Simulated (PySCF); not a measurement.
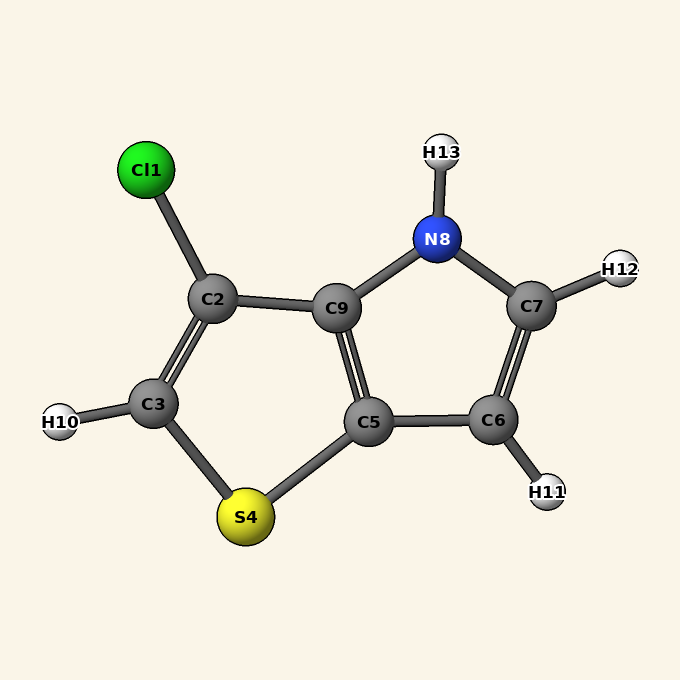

The questions are on isotropic NMR shieldings of the H atoms. The computed structure is the end point of a GFN2-xTB optimisation. No frequency run is at hand to confirm it as a minimum. Method: GIAO PBE0/pcSseg-1 NMR shielding, non-relativistic, gas phase (PySCF 2.14.0).

Which H atom is the most shielded (lowest chemical shift)?

Answer. H11 (25.08 ppm).

Which H atom is the least shielded (highest chemical shift)?

Answer. H13 (23.88 ppm).

How wide is the range of H shifts?

Answer. 1.20 ppm.

Give the isotropic NMR shieldings of the H atoms atom by atom.

```csv
atom,σ (ppm)
H10,24.91
H11,25.08
H12,24.76
H13,23.88
```
